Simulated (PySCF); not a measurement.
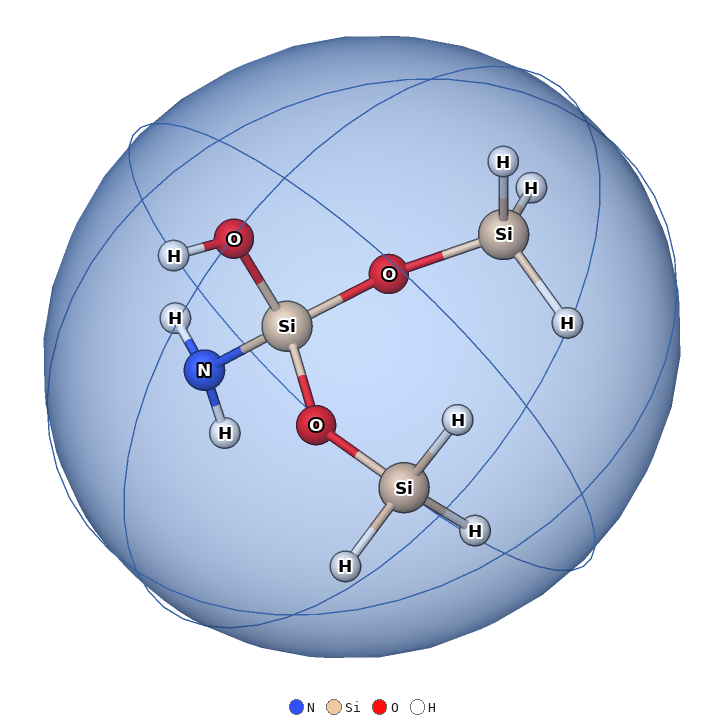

The ellipsoid shows the static dipole polarisability: its half-axes are proportional to the principal values. Computed geometry: GFN2-xTB optimisation. No frequency run is at hand to confirm it as a minimum. Method: CAM-B3LYP/def2-SVPD (PySCF 2.14.0).

Question. How large and how anisotropic is the polarisability?

Answer. Principal values 82.8, 91.0, 93.3 bohr³; mean 89.0 bohr³ (13.19 Å³); anisotropy 9.5 bohr³, so the longest axis is 1.13 times the shortest.

The geometry is semi-empirical. Around Si such bond lengths and angles can be off by a tenth of an ångström or more and by several degrees, and values that hang on the shape move with them.
